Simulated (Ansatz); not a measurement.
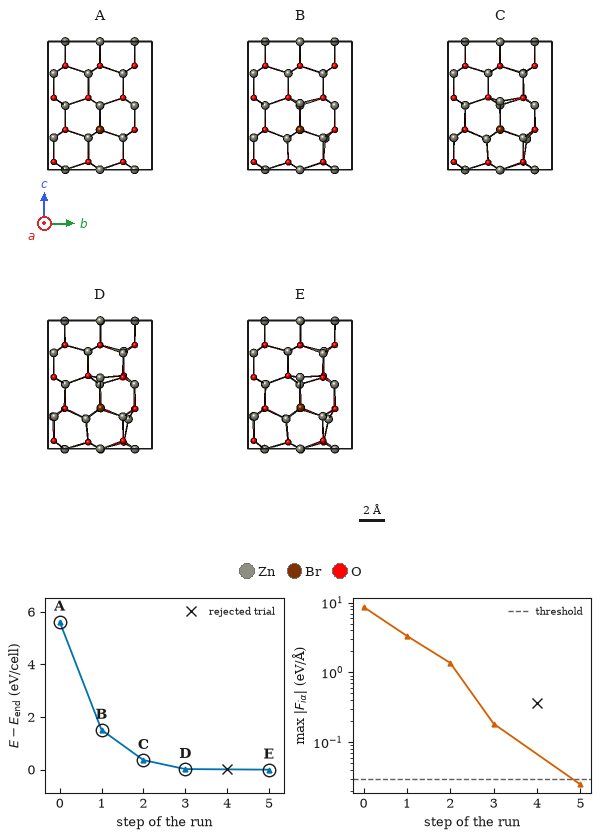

Frames of a relaxation of a defect cell of composition Zn24BrO23 (cell charge +1), marked on the history of the run. Style: ball-and-stick. Shown: the cell of the calculation, reduced to other axes (origin shifted), along the a axis. Lengths and directions refer to the drawn axes.

Method: DFT, PBE, plane-wave PAW, default files, scalar-relativistic in Ansatz. (plane-wave cutoff 420 eV; k-point mesh 3 × 2 × 2; occupations fermi dirac; smearing width 0.01 eV; no spin polarisation; atoms relaxed in a fixed cell; force threshold 0.03 eV/Å; at most 40 steps)

What happens along the run?

The largest move is that of a Zn atom, 0.60 Å along +c. Largest moves by element: Zn 0.60 Å, O 0.12 Å, Br 0.12 Å. The cell stays as it was. Some distances before and after: Br–Zn 1.973 → 2.480 Å, Br–Zn 1.979 → 2.440 Å, Br–Zn 1.979 → 2.399 Å, O–Zn 1.979 → 1.923 Å. Bond angles that change, for instance: Zn–O–Zn 110.4° → 90.8°, Br–Zn–O 110.4° → 93.3°, Br–Zn–O 108.6° → 92.2°. The energy falls by 5.626 eV per cell of the calculation in 4 accepted moves (5 points after the start). Largest force component: 8.7 eV/Å at the start, 0.025 eV/Å at the end. The line search rejected the trial step at point 4 of the run. Cost: 4.2 min on 4 threads of Intel(R) Xeon(R) CPU @ 2.80GHz (Skylake/Cascade Lake), with other jobs on the host, peak memory 3.9 GiB. From step 0 to 1: a Zn atom moves most (0.19 Å), energy −4.113 eV per cell of the calculation. From step 1 to 2: a Zn atom moves most (0.16 Å), energy −1.149 eV per cell of the calculation. From step 2 to 3: a Zn atom moves most (0.20 Å), energy −0.342 eV per cell of the calculation. From step 3 to 5: a Zn atom moves most (0.05 Å), energy −22.1 meV per cell of the calculation.

```json
{"step": "0", "E − E(0), meV/atom": "0.00", "largest force component, eV/Å": "8.7008", "note": ""}
{"step": "1", "E − E(0), meV/atom": "-85.69", "largest force component, eV/Å": "3.3446", "note": ""}
{"step": "2", "E − E(0), meV/atom": "-109.62", "largest force component, eV/Å": "1.3711", "note": ""}
{"step": "3", "E − E(0), meV/atom": "-116.75", "largest force component, eV/Å": "0.1843", "note": ""}
{"step": "4", "E − E(0), meV/atom": "-116.64", "largest force component, eV/Å": "0.3641", "note": "rejected"}
{"step": "5", "E − E(0), meV/atom": "-117.21", "largest force component, eV/Å": "0.0249", "note": ""}
```

Limits of the set-up: the periodic images lie only 6.5 Å apart, so the values are limited by the cell's size; the cell is charged, on a uniform background, and energies carry no finite-size correction.
